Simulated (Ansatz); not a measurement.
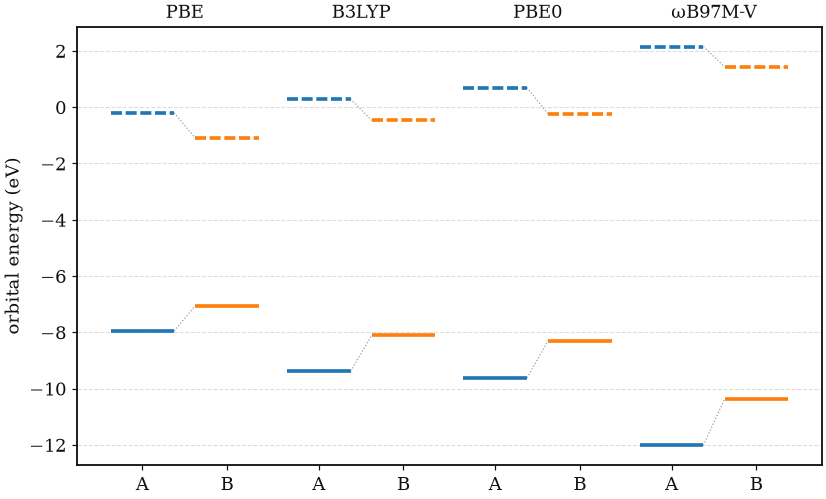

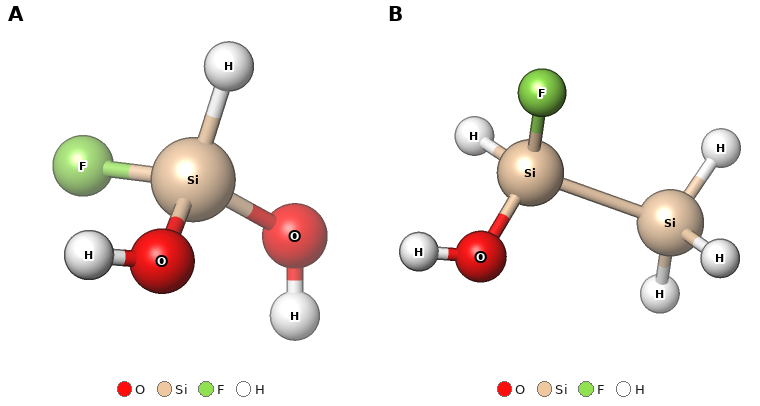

One change: A, SiH₃O₂F (SMILES O[SiH](O)F), becomes B, Si₂H₅OF (SMILES O[Si@@H](F)[SiH3]). OH on Si is replaced by SiH₃. HOMO (solid) and LUMO (dashed) computed in def2-TZVPP at PBE0-D4/def2-TZVP geometries, both minima by their frequencies, gas phase, the Ansatz code 0.2.0. Empty levels above zero depend strongly on the basis.

### What does the change do to HOMO and LUMO?

PBE: the HOMO rises by 0.90 eV, the LUMO falls by 0.89 eV, and the separation goes from 7.75 to 5.96 eV. B3LYP: the HOMO rises by 1.27 eV, the LUMO falls by 0.76 eV, and the separation goes from 9.67 to 7.64 eV. PBE0: the HOMO rises by 1.32 eV, the LUMO falls by 0.95 eV, and the separation goes from 10.32 to 8.05 eV. ωB97M-V: the HOMO rises by 1.65 eV, the LUMO falls by 0.72 eV, and the separation goes from 14.18 to 11.81 eV.

### Do the functionals agree on the effect?

They agree on the direction for both levels; the HOMO shift lies between 0.90 and 1.65 eV and the LUMO shift between −0.95 and −0.72 eV, while the separations themselves differ by up to 6.4 eV between functionals.
